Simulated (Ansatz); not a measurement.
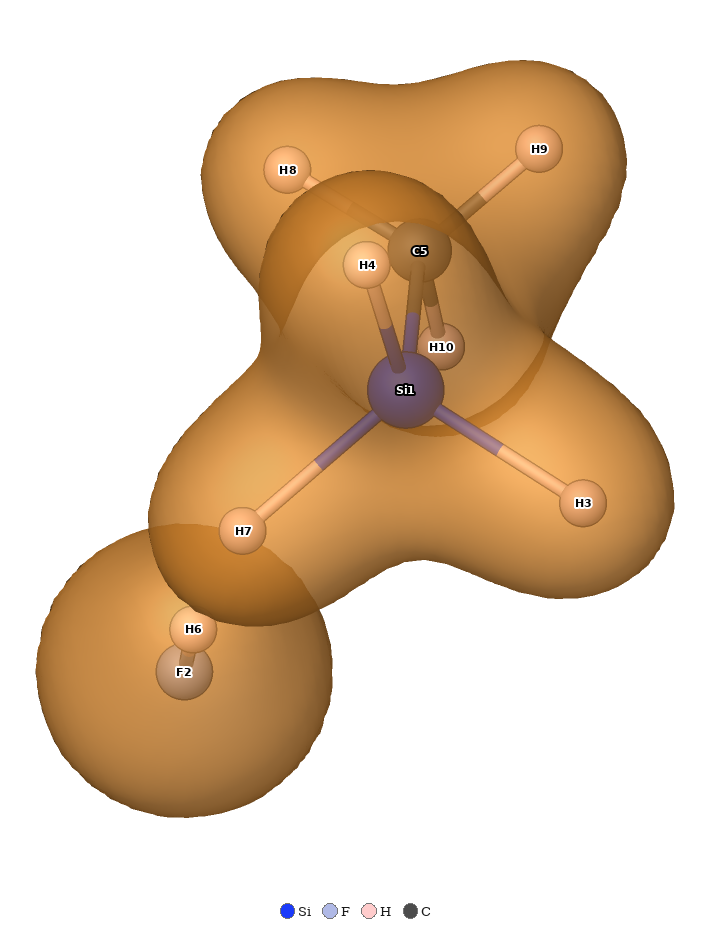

The picture shows: CH6Si···HF. Isosurface of the total electron density at 0.2 e/Å³ (orange), seen at an oblique angle.

The product side of a reaction path; geometry: PBE0-D4/def2-TZVP.

Computed with Ansatz, RKS PBE0-D4/def2-TZVPP.

| atom | x (Å) | y (Å) | z (Å) |
| --- | --- | --- | --- |
| Si | -0.9038 | 0.0239 | -0.5107 |
| F | 2.3576 | 1.2930 | -0.5605 |
| H | -0.8866 | -0.8299 | -1.7255 |
| H | -2.3090 | 0.3633 | -0.1685 |
| C | -0.0042 | -0.7700 | 0.9159 |
| H | 1.4465 | 1.4004 | -0.7010 |
| H | -0.2445 | 1.3202 | -0.8829 |
| H | -0.0201 | -0.1204 | 1.7937 |
| H | -0.4744 | -1.7184 | 1.1846 |
| H | 1.0384 | -0.9621 | 0.6549 |

How is the density connected at this value?

Answer. At this value the surface falls into two separate pieces. It bridges the sampled C–Si (1.86 Å), F–H (0.93 Å) and C–H (1.09 Å) contacts, where the density stays above the isovalue. It is pinched off along the sampled H···H (1.70 Å) contacts. On the grid the lowest density along these lines, outside the cores, is 0.14 e/Å³ (H···H, 1.70 Å), 0.83 e/Å³ (C–Si, 1.86 Å), 2.5 e/Å³ (F–H, 0.93 Å) and 1.9 e/Å³ (C–H, 1.09 Å).
